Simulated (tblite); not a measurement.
## C$_{4}$H$_{7}$N$_{3}$O$_{2}$Si: geometry relaxation (part 3 of 4)

C$_{4}$H$_{7}$N$_{3}$O$_{2}$Si; GFN2-xTB geometry optimisation, gas phase (tblite 0.8.0). 

Geometry of the input (Å):
```
C  3.8429  0.2720  0.1655
O  2.4690  0.2166  0.5800
C  1.5834  0.0663  -0.4312
O  1.8999  0.0090  -1.6256
C  0.1787  0.0076  0.0573
N  -0.1779  0.0872  1.3890
C  -1.4821  -0.0018  1.3777
N  -1.9088  -0.1292  0.1046
Si -3.6001  -0.2915  -0.3615
N  -0.8907  -0.1296  -0.7627
H  3.9927  1.1403  -0.4833
H  4.1177  -0.6533  -0.3417
H  4.4560  0.3888  1.0654
H  -2.1231  0.0161  2.2489
H  -4.0371  0.8469  -1.2353
H  -4.4646  -0.2529  0.8694
H  -3.8629  -1.5805  -1.0467
```

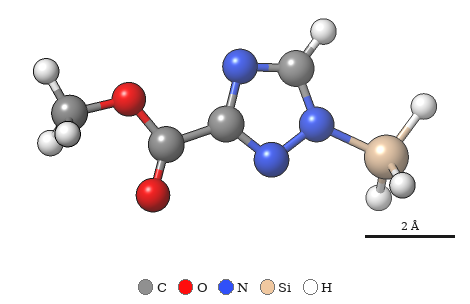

Figure 1. The geometry at step 42 of the log (ball-and-stick view, seen at a tilt).

Trajectory as extended XYZ, continued:
```
17
Properties=species:S:1:pos:R:3:forces:R:3 step=34 energy=-838.00109
C     3.7634    0.2680    0.1525   -0.0040  -0.0020  -0.0120
O     2.3964    0.2010    0.5273    0.0160   0.0030   0.0220
C     1.5153    0.0646   -0.4653    0.0270   0.0030  -0.0010
O     1.8110   -0.0026   -1.6305   -0.0070  -0.0010   0.0030
C     0.1425    0.0097    0.0726    0.0090   0.0000   0.0110
N    -0.1333    0.0920    1.4020   -0.0020   0.0020   0.0170
C    -1.4296    0.0047    1.4454   -0.0040  -0.0010   0.0050
N    -1.9518   -0.1269    0.2042   -0.0010  -0.0010  -0.0080
Si   -3.5952   -0.2902   -0.4189   -0.0390  -0.0050   0.0040
N    -0.9369   -0.1226   -0.6681    0.0150   0.0020   0.0010
H     3.9359    1.1204   -0.5084   -0.0010  -0.0030  -0.0030
H     4.0603   -0.6448   -0.3690    0.0000   0.0020  -0.0050
H     4.3242    0.3803    1.0775   -0.0110  -0.0020  -0.0240
H    -2.0272    0.0307    2.3320   -0.0220  -0.0010   0.0050
H    -3.8236    0.8600   -1.2831    0.0140  -0.0060  -0.0130
H    -4.4065   -0.2544    0.7979   -0.0020   0.0000   0.0090
H    -3.6520   -1.5780   -1.0981    0.0130   0.0110  -0.0100
17
Properties=species:S:1:pos:R:3:forces:R:3 step=35 energy=-838.00129
C     3.7640    0.2679    0.1510   -0.0010  -0.0020  -0.0120
O     2.3972    0.2007    0.5269    0.0240   0.0100   0.0360
C     1.5143    0.0651   -0.4639    0.0440  -0.0040  -0.0030
O     1.8078   -0.0029   -1.6296   -0.0060   0.0030   0.0020
C     0.1428    0.0103    0.0759    0.0030  -0.0090   0.0020
N    -0.1347    0.0918    1.4049    0.0000   0.0100   0.0120
C    -1.4312    0.0049    1.4463    0.0020  -0.0050   0.0080
N    -1.9514   -0.1267    0.2041   -0.0090  -0.0050   0.0020
Si   -3.5945   -0.2902   -0.4199   -0.0430  -0.0080   0.0060
N    -0.9351   -0.1228   -0.6665    0.0020   0.0100   0.0050
H     3.9364    1.1203   -0.5099   -0.0040  -0.0020  -0.0040
H     4.0605   -0.6448   -0.3706    0.0000   0.0000  -0.0060
H     4.3259    0.3804    1.0755   -0.0170  -0.0040  -0.0260
H    -2.0293    0.0305    2.3327   -0.0240  -0.0010  -0.0020
H    -3.8216    0.8605   -1.2840    0.0130  -0.0090  -0.0130
H    -4.4082   -0.2546    0.7960    0.0060   0.0000   0.0010
H    -3.6499   -1.5784   -1.0990    0.0120   0.0160  -0.0080
17
Properties=species:S:1:pos:R:3:forces:R:3 step=36 energy=-838.00153
C     3.7647    0.2677    0.1488    0.0050  -0.0020  -0.0120
O     2.3987    0.2005    0.5269    0.0260   0.0150   0.0380
C     1.5135    0.0656   -0.4619    0.0460  -0.0120   0.0010
O     1.8033   -0.0033   -1.6284    0.0020   0.0070   0.0050
C     0.1433    0.0110    0.0805   -0.0050  -0.0170  -0.0060
N    -0.1365    0.0917    1.4091   -0.0010   0.0170   0.0030
C    -1.4333    0.0051    1.4478    0.0050  -0.0080   0.0100
N    -1.9512   -0.1265    0.2044   -0.0170  -0.0080   0.0160
Si   -3.5942   -0.2903   -0.4211   -0.0300  -0.0070   0.0070
N    -0.9330   -0.1229   -0.6641   -0.0150   0.0170   0.0110
H     3.9370    1.1200   -0.5121   -0.0090   0.0010  -0.0070
H     4.0608   -0.6448   -0.3730   -0.0010  -0.0040  -0.0070
H     4.3279    0.3805    1.0724   -0.0140  -0.0050  -0.0220
H    -2.0322    0.0303    2.3339   -0.0230  -0.0010  -0.0110
H    -3.8182    0.8609   -1.2856    0.0100  -0.0100  -0.0120
H    -4.4111   -0.2549    0.7929    0.0120   0.0000  -0.0040
H    -3.6464   -1.5785   -1.1006    0.0090   0.0180  -0.0080
17
Properties=species:S:1:pos:R:3:forces:R:3 step=37 energy=-838.00177
C     3.7653    0.2675    0.1462    0.0100   0.0000  -0.0110
O     2.4005    0.2006    0.5273    0.0200   0.0150   0.0240
C     1.5131    0.0659   -0.4595    0.0270  -0.0160   0.0100
O     1.7985   -0.0037   -1.6271    0.0170   0.0100   0.0120
C     0.1437    0.0114    0.0852   -0.0120  -0.0180  -0.0100
N    -0.1382    0.0919    1.4135   -0.0020   0.0170  -0.0060
C    -1.4351    0.0052    1.4498    0.0050  -0.0090   0.0100
N    -1.9513   -0.1264    0.2055   -0.0180  -0.0080   0.0250
Si   -3.5943   -0.2904   -0.4223   -0.0040  -0.0030   0.0050
N    -0.9314   -0.1227   -0.6611   -0.0290   0.0180   0.0130
H     3.9373    1.1196   -0.5148   -0.0120   0.0050  -0.0110
H     4.0610   -0.6448   -0.3759   -0.0020  -0.0100  -0.0090
H     4.3296    0.3805    1.0688   -0.0030  -0.0050  -0.0120
H    -2.0351    0.0301    2.3354   -0.0220  -0.0010  -0.0170
H    -3.8139    0.8610   -1.2876    0.0050  -0.0100  -0.0110
H    -4.4147   -0.2555    0.7893    0.0140   0.0000  -0.0030
H    -3.6420   -1.5782   -1.1025    0.0050   0.0140  -0.0080
17
Properties=species:S:1:pos:R:3:forces:R:3 step=38 energy=-838.00198
C     3.7660    0.2673    0.1438    0.0120   0.0010  -0.0090
O     2.4022    0.2009    0.5279    0.0070   0.0100   0.0050
C     1.5132    0.0658   -0.4574   -0.0010  -0.0140   0.0180
O     1.7948   -0.0038   -1.6259    0.0320   0.0100   0.0190
C     0.1439    0.0114    0.0889   -0.0150  -0.0110  -0.0100
N    -0.1395    0.0924    1.4170   -0.0010   0.0110  -0.0110
C    -1.4365    0.0051    1.4519    0.0020  -0.0060   0.0100
N    -1.9518   -0.1264    0.2072   -0.0130  -0.0050   0.0270
Si   -3.5945   -0.2905   -0.4233    0.0200   0.0030   0.0020
N    -0.9308   -0.1222   -0.6582   -0.0320   0.0110   0.0100
H     3.9373    1.1193   -0.5173   -0.0130   0.0080  -0.0140
H     4.0610   -0.6450   -0.3786   -0.0040  -0.0120  -0.0100
H     4.3308    0.3804    1.0655    0.0110  -0.0040  -0.0030
H    -2.0377    0.0300    2.3367   -0.0200  -0.0010  -0.0160
H    -3.8097    0.8608   -1.2898    0.0010  -0.0090  -0.0100
H    -4.4180   -0.2560    0.7858    0.0120   0.0000   0.0010
H    -3.6377   -1.5776   -1.1046    0.0000   0.0080  -0.0100
17
Properties=species:S:1:pos:R:3:forces:R:3 step=39 energy=-838.00220
C     3.7668    0.2671    0.1413    0.0090   0.0020  -0.0060
O     2.4040    0.2014    0.5287   -0.0070   0.0020  -0.0110
C     1.5132    0.0655   -0.4551   -0.0260  -0.0050   0.0230
O     1.7920   -0.0037   -1.6243    0.0410   0.0060   0.0240
C     0.1437    0.0112    0.0922   -0.0140  -0.0010  -0.0070
N    -0.1406    0.0931    1.4201    0.0000   0.0000  -0.0110
C    -1.4377    0.0049    1.4542   -0.0010  -0.0010   0.0100
N    -1.9525   -0.1266    0.2095   -0.0040   0.0000   0.0220
Si   -3.5943   -0.2906   -0.4241    0.0350   0.0080  -0.0030
N    -0.9310   -0.1215   -0.6553   -0.0270   0.0000   0.0040
H     3.9369    1.1192   -0.5199   -0.0120   0.0070  -0.0160
H     4.0608   -0.6454   -0.3813   -0.0060  -0.0100  -0.0100
H     4.3320    0.3802    1.0624    0.0250  -0.0020   0.0030
H    -2.0404    0.0299    2.3378   -0.0170  -0.0010  -0.0080
H    -3.8056    0.8604   -1.2920   -0.0020  -0.0080  -0.0080
H    -4.4206   -0.2564    0.7825    0.0090   0.0000   0.0050
H    -3.6336   -1.5768   -1.1067   -0.0040   0.0020  -0.0110
17
Properties=species:S:1:pos:R:3:forces:R:3 step=40 energy=-838.00243
C     3.7678    0.2670    0.1384    0.0000   0.0020  -0.0010
O     2.4059    0.2020    0.5295   -0.0190  -0.0070  -0.0170
C     1.5130    0.0650   -0.4523   -0.0400   0.0070   0.0210
O     1.7898   -0.0034   -1.6220    0.0420   0.0010   0.0240
C     0.1432    0.0109    0.0956   -0.0110   0.0110  -0.0040
N    -0.1420    0.0939    1.4234    0.0010  -0.0120  -0.0080
C    -1.4391    0.0047    1.4569   -0.0030   0.0050   0.0090
N    -1.9533   -0.1268    0.2122    0.0040   0.0050   0.0120
Si   -3.5935   -0.2906   -0.4252    0.0360   0.0090  -0.0070
N    -0.9316   -0.1207   -0.6522   -0.0150  -0.0120  -0.0030
H     3.9362    1.1194   -0.5231   -0.0090   0.0020  -0.0140
H     4.0605   -0.6461   -0.3843   -0.0090  -0.0020  -0.0080
H     4.3338    0.3799    1.0589    0.0350  -0.0010   0.0020
H    -2.0442    0.0297    2.3386   -0.0120   0.0000   0.0050
H    -3.8013    0.8599   -1.2946   -0.0040  -0.0060  -0.0060
H    -4.4228   -0.2569    0.7793    0.0080   0.0000   0.0060
H    -3.6293   -1.5760   -1.1092   -0.0060  -0.0020  -0.0100
17
Properties=species:S:1:pos:R:3:forces:R:3 step=41 energy=-838.00267
C     3.7690    0.2669    0.1354   -0.0100   0.0020   0.0060
O     2.4077    0.2026    0.5303   -0.0220  -0.0140  -0.0070
C     1.5124    0.0646   -0.4491   -0.0330   0.0180   0.0120
O     1.7884   -0.0031   -1.6192    0.0320  -0.0040   0.0180
C     0.1424    0.0109    0.0991   -0.0050   0.0180  -0.0010
N    -0.1437    0.0944    1.4267    0.0030  -0.0200  -0.0020
C    -1.4408    0.0045    1.4595   -0.0030   0.0100   0.0070
N    -1.9541   -0.1269    0.2149    0.0080   0.0080   0.0000
Si   -3.5921   -0.2904   -0.4264    0.0220   0.0060  -0.0100
N    -0.9322   -0.1201   -0.6491   -0.0010  -0.0200  -0.0060
H     3.9353    1.1196   -0.5265   -0.0070  -0.0070  -0.0100
H     4.0602   -0.6469   -0.3876   -0.0120   0.0090  -0.0060
H     4.3365    0.3796    1.0551    0.0360   0.0010  -0.0050
H    -2.0489    0.0295    2.3391   -0.0030   0.0010   0.0160
H    -3.7975    0.8594   -1.2972   -0.0050  -0.0050  -0.0030
H    -4.4240   -0.2572    0.7766    0.0080   0.0000   0.0010
H    -3.6255   -1.5753   -1.1118   -0.0070  -0.0030  -0.0070
17
Properties=species:S:1:pos:R:3:forces:R:3 step=42 energy=-838.00285
C     3.7698    0.2668    0.1332   -0.0170   0.0010   0.0100
O     2.4088    0.2028    0.5310   -0.0160  -0.0130   0.0110
C     1.5115    0.0647   -0.4464   -0.0100   0.0210   0.0020
O     1.7878   -0.0030   -1.6165    0.0160  -0.0070   0.0090
C     0.1417    0.0112    0.1020    0.0000   0.0160   0.0000
N    -0.1452    0.0945    1.4294    0.0020  -0.0190   0.0030
C    -1.4424    0.0045    1.4616   -0.0020   0.0090   0.0030
N    -1.9545   -0.1269    0.2166    0.0060   0.0080  -0.0060
Si   -3.5906   -0.2903   -0.4276    0.0020   0.0000  -0.0100
N    -0.9325   -0.1200   -0.6469    0.0080  -0.0180  -0.0050
H     3.9346    1.1197   -0.5293   -0.0070  -0.0150  -0.0050
H     4.0597   -0.6474   -0.3902   -0.0150   0.0160  -0.0040
H     4.3395    0.3794    1.0520    0.0270   0.0010  -0.0150
H    -2.0531    0.0292    2.3394    0.0070   0.0020   0.0200
H    -3.7950    0.8591   -1.2992   -0.0050  -0.0030  -0.0020
H    -4.4241   -0.2574    0.7748    0.0110   0.0000  -0.0060
H    -3.6230   -1.5749   -1.1138   -0.0070   0.0000  -0.0040
17
Properties=species:S:1:pos:R:3:forces:R:3 step=43 energy=-838.00298
C     3.7701    0.2668    0.1318   -0.0180   0.0000   0.0110
O     2.4094    0.2027    0.5317   -0.0060  -0.0070   0.0260
C     1.5107    0.0652   -0.4445    0.0130   0.0150  -0.0050
O     1.7876   -0.0030   -1.6144    0.0010  -0.0060   0.0010
C     0.1412    0.0117    0.1041    0.0040   0.0080   0.0010
N    -0.1463    0.0942    1.4314    0.0010  -0.0100   0.0050
C    -1.4437    0.0047    1.4630    0.0000   0.0050   0.0000
N    -1.9546   -0.1267    0.2176    0.0010   0.0050  -0.0080
Si   -3.5894   -0.2902   -0.4286   -0.0120  -0.0050  -0.0080
N    -0.9325   -0.1203   -0.6454    0.0100  -0.0090  -0.0010
H     3.9340    1.1194   -0.5314   -0.0100  -0.0170  -0.0010
H     4.0591   -0.6474   -0.3921   -0.0170   0.0170  -0.0030
H     4.3423    0.3792    1.0495    0.0160   0.0010  -0.0200
H    -2.0560    0.0291    2.3399    0.0160   0.0020   0.0170
H    -3.7935    0.8588   -1.3006   -0.0040  -0.0010  -0.0020
H    -4.4240   -0.2575    0.7734    0.0120   0.0000  -0.0110
H    -3.6216   -1.5747   -1.1153   -0.0060   0.0020  -0.0030
17
Properties=species:S:1:pos:R:3:forces:R:3 step=44 energy=-838.00311
C     3.7700    0.2668    0.1308   -0.0140  -0.0010   0.0090
O     2.4097    0.2025    0.5327    0.0030   0.0020   0.0320
C     1.5101    0.0659   -0.4428    0.0270   0.0040  -0.0050
O     1.7875   -0.0032   -1.6126   -0.0080  -0.0020  -0.0020
C     0.1408    0.0123    0.1059    0.0060  -0.0030   0.0020
N    -0.1471    0.0937    1.4333   -0.0020   0.0010   0.0050
C    -1.4447    0.0050    1.4644    0.0010   0.0000  -0.0040
N    -1.9547   -0.1264    0.2186   -0.0040   0.0000  -0.0070
Si   -3.5886   -0.2902   -0.4297   -0.0170  -0.0070  -0.0060
N    -0.9324   -0.1208   -0.6441    0.0090   0.0030   0.0030
H     3.9332    1.1189   -0.5333   -0.0140  -0.0140   0.0030
H     4.0582   -0.6471   -0.3939   -0.0180   0.0110  -0.0020
H     4.3450    0.3791    1.0468    0.0060   0.0010  -0.0210
H    -2.0580    0.0290    2.3409    0.0230   0.0030   0.0100
H    -3.7919    0.8585   -1.3021   -0.0050   0.0020  -0.0030
H    -4.4240   -0.2576    0.7718    0.0120   0.0000  -0.0120
H    -3.6201   -1.5744   -1.1168   -0.0050   0.0010  -0.0020
17
Properties=species:S:1:pos:R:3:forces:R:3 step=46 energy=-838.00336
C     3.7688    0.2667    0.1290    0.0030  -0.0030  -0.0020
O     2.4102    0.2022    0.5362    0.0110   0.0130   0.0120
C     1.5097    0.0673   -0.4391    0.0160  -0.0180   0.0090
O     1.7866   -0.0034   -1.6090   -0.0090   0.0080   0.0030
C     0.1404    0.0132    0.1099    0.0070  -0.0160   0.0060
N    -0.1485    0.0930    1.4373   -0.0030   0.0180   0.0010
C    -1.4462    0.0055    1.4677    0.0020  -0.0090  -0.0080
N    -1.9554   -0.1259    0.2213   -0.0020  -0.0070  -0.0040
Si   -3.5874   -0.2903   -0.4322   -0.0020  -0.0030  -0.0050
N    -0.9323   -0.1213   -0.6405    0.0060   0.0190   0.0040
H     3.9303    1.1169   -0.5375   -0.0230   0.0040   0.0040
H     4.0548   -0.6460   -0.3982   -0.0180  -0.0120  -0.0020
H     4.3507    0.3790    1.0403   -0.0040   0.0020  -0.0050
H    -2.0595    0.0292    2.3446    0.0270   0.0020  -0.0020
H    -3.7876    0.8577   -1.3058   -0.0060   0.0070  -0.0050
H    -4.4254   -0.2582    0.7666    0.0020   0.0000  -0.0020
H    -3.6161   -1.5735   -1.1206   -0.0060  -0.0070  -0.0040
17
Properties=species:S:1:pos:R:3:forces:R:3 step=47 energy=-838.00348
C     3.7681    0.2665    0.1280    0.0090  -0.0020  -0.0080
O     2.4107    0.2024    0.5382    0.0070   0.0120  -0.0050
C     1.5100    0.0675   -0.4371   -0.0030  -0.0200   0.0170
O     1.7859   -0.0034   -1.6071   -0.0030   0.0090   0.0090
C     0.1404    0.0132    0.1120    0.0060  -0.0130   0.0080
N    -0.1491    0.0932    1.4392    0.0000   0.0160  -0.0010
C    -1.4468    0.0055    1.4693    0.0020  -0.0080  -0.0070
N    -1.9559   -0.1258    0.2227    0.0040  -0.0060  -0.0040
Si   -3.5870   -0.2905   -0.4337    0.0090   0.0020  -0.0060
N    -0.9323   -0.1210   -0.6386    0.0060   0.0170   0.0000
H     3.9282    1.1160   -0.5395   -0.0230   0.0140   0.0020
H     4.0526   -0.6457   -0.4004   -0.0170  -0.0210  -0.0020
H     4.3532    0.3790    1.0369   -0.0030   0.0020   0.0050
H    -2.0594    0.0294    2.3467    0.0220   0.0020  -0.0030
H    -3.7854    0.8574   -1.3078   -0.0070   0.0080  -0.0040
H    -4.4264   -0.2585    0.7636   -0.0030   0.0000   0.0040
H    -3.6140   -1.5732   -1.1226   -0.0060  -0.0110  -0.0040
17
Properties=species:S:1:pos:R:3:forces:R:3 step=48 energy=-838.00361
C     3.7677    0.2664    0.1268    0.0110  -0.0010  -0.0110
O     2.4114    0.2028    0.5404    0.0020   0.0060  -0.0170
C     1.5103    0.0673   -0.4346   -0.0190  -0.0150   0.0210
O     1.7852   -0.0031   -1.6049    0.0030   0.0070   0.0140
C     0.1405    0.0130    0.1144    0.0050  -0.0050   0.0070
N    -0.1498    0.0936    1.4413    0.0030   0.0080  -0.0020
C    -1.4475    0.0054    1.4707    0.0030  -0.0040  -0.0050
N    -1.9562   -0.1258    0.2240    0.0100  -0.0030  -0.0050
Si   -3.5865   -0.2907   -0.4354    0.0160   0.0050  -0.0070
N    -0.9320   -0.1205   -0.6367    0.0070   0.0080  -0.0050
H     3.9256    1.1153   -0.5415   -0.0190   0.0200  -0.0010
H     4.0500   -0.6459   -0.4027   -0.0140  -0.0240   0.0000
H     4.3560    0.3791    1.0334   -0.0020   0.0020   0.0110
H    -2.0591    0.0297    2.3486    0.0130   0.0010  -0.0010
H    -3.7834    0.8572   -1.3100   -0.0060   0.0060  -0.0020
H    -4.4270   -0.2588    0.7609   -0.0070   0.0000   0.0060
H    -3.6122   -1.5731   -1.1248   -0.0060  -0.0110  -0.0040
17
Properties=species:S:1:pos:R:3:forces:R:3 step=49 energy=-838.00373
C     3.7677    0.2662    0.1255    0.0090   0.0010  -0.0120
O     2.4124    0.2034    0.5424   -0.0020  -0.0010  -0.0180
C     1.5105    0.0669   -0.4318   -0.0240  -0.0030   0.0170
O     1.7846   -0.0027   -1.6024    0.0050   0.0020   0.0150
C     0.1407    0.0127    0.1168    0.0030   0.0050   0.0040
N    -0.1507    0.0942    1.4434    0.0060  -0.0030  -0.0020
C    -1.4483    0.0052    1.4716    0.0040   0.0020  -0.0010
N    -1.9563   -0.1259    0.2246    0.0130   0.0010  -0.0050
Si   -3.5857   -0.2908   -0.4371    0.0160   0.0050  -0.0050
N    -0.9313   -0.1197   -0.6351    0.0070  -0.0030  -0.0070
H     3.9228    1.1151   -0.5434   -0.0120   0.0190  -0.0030
H     4.0472   -0.6465   -0.4049   -0.0100  -0.0200   0.0010
H     4.3588    0.3792    1.0301   -0.0030   0.0000   0.0120
H    -2.0590    0.0298    2.3499    0.0020   0.0000   0.0010
H    -3.7823    0.8573   -1.3119   -0.0050   0.0020   0.0010
H    -4.4270   -0.2589    0.7588   -0.0070   0.0000   0.0040
H    -3.6111   -1.5734   -1.1267   -0.0050  -0.0070  -0.0010
17
Properties=species:S:1:pos:R:3:forces:R:3 step=50 energy=-838.00380
C     3.7679    0.2660    0.1246    0.0030   0.0010  -0.0090
O     2.4131    0.2037    0.5435   -0.0020  -0.0060  -0.0080
C     1.5104    0.0666   -0.4298   -0.0130   0.0060   0.0080
O     1.7844   -0.0024   -1.6005    0.0030  -0.0020   0.0100
C     0.1410    0.0126    0.1184    0.0020   0.0090   0.0010
N    -0.1514    0.0945    1.4446    0.0070  -0.0080   0.0000
C    -1.4489    0.0051    1.4718    0.0040   0.0050   0.0010
N    -1.9560   -0.1260    0.2244    0.0100   0.0040  -0.0030
Si   -3.5851   -0.2908   -0.4382    0.0090   0.0030  -0.0020
N    -0.9303   -0.1193   -0.6345    0.0060  -0.0090  -0.0050
H     3.9209    1.1154   -0.5445   -0.0050   0.0130  -0.0040
H     4.0454   -0.6473   -0.4060   -0.0060  -0.0110   0.0020
H     4.3606    0.3792    1.0283   -0.0060  -0.0020   0.0060
H    -2.0592    0.0299    2.3502   -0.0040  -0.0010   0.0000
H    -3.7823    0.8576   -1.3128   -0.0020  -0.0020   0.0030
H    -4.4263   -0.2589    0.7582   -0.0030   0.0000  -0.0020
H    -3.6112   -1.5738   -1.1278   -0.0030  -0.0010   0.0010
17
Properties=species:S:1:pos:R:3:forces:R:3 step=51 energy=-838.00383
C     3.7681    0.2660    0.1242   -0.0010   0.0010  -0.0050
O     2.4133    0.2038    0.5438    0.0010  -0.0050   0.0020
C     1.5103    0.0666   -0.4290   -0.0010   0.0080   0.0020
O     1.7845   -0.0023   -1.5997    0.0000  -0.0030   0.0040
C     0.1411    0.0127    0.1189    0.0010   0.0070  -0.0010
N    -0.1515    0.0945    1.4449    0.0050  -0.0070   0.0010
C    -1.4491    0.0051    1.4716    0.0040   0.0040   0.0010
N    -1.9556   -0.1259    0.2239    0.0050   0.0030   0.0000
Si   -3.5847   -0.2908   -0.4386    0.0030   0.0000   0.0010
N    -0.9297   -0.1193   -0.6346    0.0040  -0.0070  -0.0020
H     3.9202    1.1158   -0.5448   -0.0020   0.0060  -0.0030
H     4.0447   -0.6478   -0.4062   -0.0030  -0.0040   0.0020
H     4.3611    0.3792    1.0280   -0.0080  -0.0020   0.0000
H    -2.0595    0.0298    2.3500   -0.0040  -0.0010  -0.0020
H    -3.7828    0.8577   -1.3129   -0.0010  -0.0030   0.0030
H    -4.4257   -0.2589    0.7584    0.0000  -0.0010  -0.0060
H    -3.6117   -1.5741   -1.1279   -0.0020   0.0030   0.0030
```
